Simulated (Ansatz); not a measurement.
# CHBrClNZn: what the fields show

The calculation's input:

```
crystal:
  periodic: [false, false, false]
  atoms:
    - { symbol: "N", position_ang: [0.123, -0.3498, 1.4526] }
    - { symbol: C, position_ang: [0.3187, -0.4002, 0.1872] }
    - { symbol: Cl, position_ang: [1.4429, -1.5822, -0.4061] }
    - { symbol: Zn, position_ang: [-0.2301, 0.5095, -1.244] }
    - { symbol: Br, position_ang: [-1.0096, 1.351, -1.8153] }
    - { symbol: H, position_ang: [-0.34553, 0.09541, 0.89521] }
basis:
  gaussian: { orbitals: def2-SVP }
hamiltonian:
  xc: hf
relax:
  f_tol: 0.02
  max_steps: 50
output:
  orbitals: {}
```

Run with:

```sh
ansatz run input.yaml --threads 2 --pin off --max-ram 3072MiB --backend cpu --events-out ev --progress --plain --runs-dir out
```

The fields are those of the run's last geometry, not of the input's.

All numbers below come from RHF/def2-SVP (Ansatz).

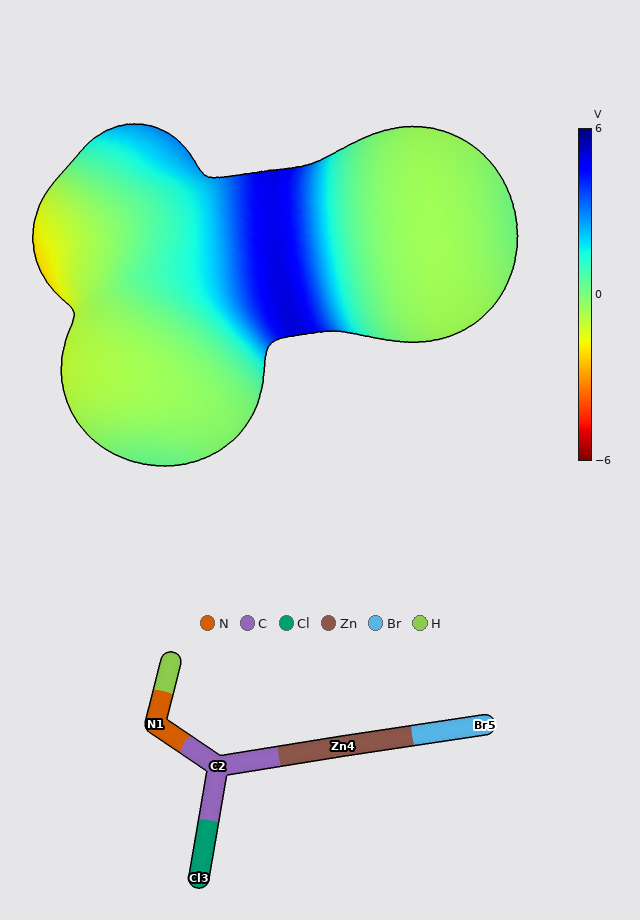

Figure 1. The molecular electrostatic potential painted on the density surface at 0.004 e/bohr³, seen at a tilt; red is negative and blue positive. The bare structure is drawn below in the same view.

**Which sites attract a positive test charge, and which a negative one?**

A positive charge is drawn to the negative regions and a negative charge to the positive ones. The most negative region (about −2.1 V) lies over N1, the most positive (about +5.0 V) over Zn4. Cl3 shows a σ-hole: about +0.2 V at the tip opposite its bond, against about −0.5 V on its flanks. N1 is the likeliest acceptor of a hydrogen bond.

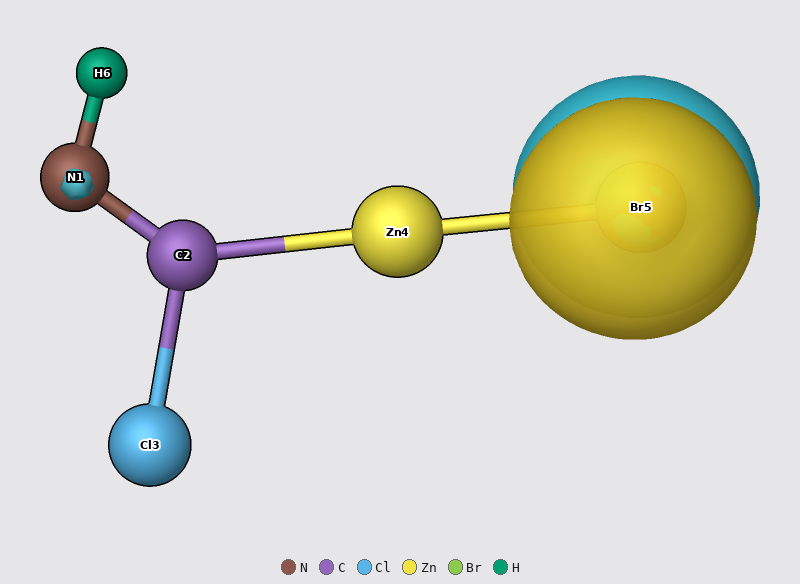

Figure 2. The HOMO−1 at ±0.15 Å⁻³ᐟ² (yellow and cyan are the two phases), seen across its widest extent.

**What is the character of this orbital?**

Its weight (Hirshfeld) is mainly on Br5 (about 90 %) and Zn4 (about 5 %); it changes sign across the molecular plane (π type). Its energy is −11.38 eV.

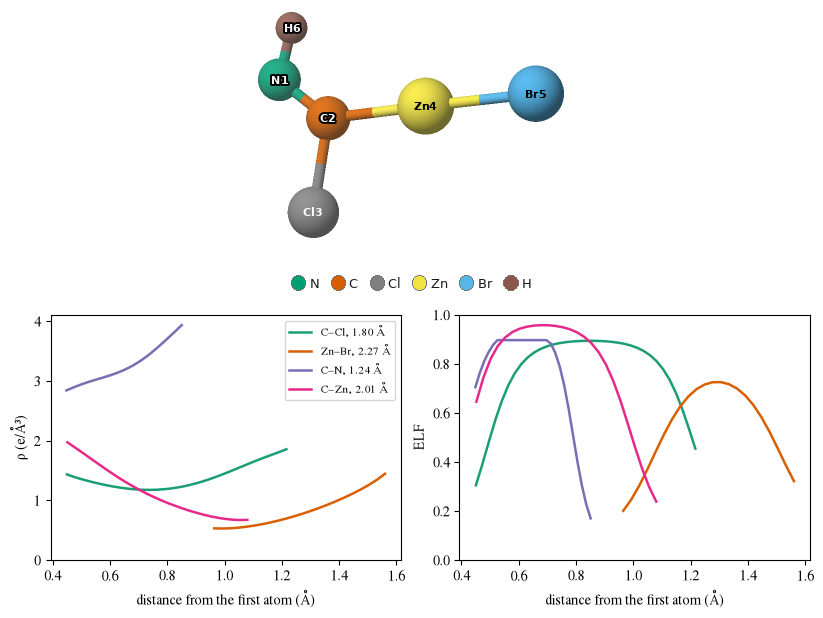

Figure 3. Total electron density and electron localisation function along straight lines between neighbouring atoms. The curves leave out the atomic cores. The structure is drawn too.

**What can be read from the curves?**

C–Cl (1.80 Å): ρ at the midpoint is about 1.3 e/Å³; the ELF peaks at about 0.90 between the atoms; a covalent bond.
Zn–Br (2.27 Å): the density is about 0.61 e/Å³ at the midpoint, with its minimum of 0.53 e/Å³ about 1.0 Å from Zn; the ELF peaks at about 0.75 in the valence shell of Br, 1.0 Å from its nucleus, and is about 0.55 at the midpoint.
C–N (1.24 Å): ρ at the midpoint is about 3.1 e/Å³; the ELF peaks at about 0.90 between the atoms; a short, multiple covalent bond.
C–Zn (2.01 Å): ρ at the midpoint is about 0.69 e/Å³; the ELF peaks at about 0.95 in the valence shell of C, 0.7 Å from its nucleus, and is about 0.45 at the midpoint.
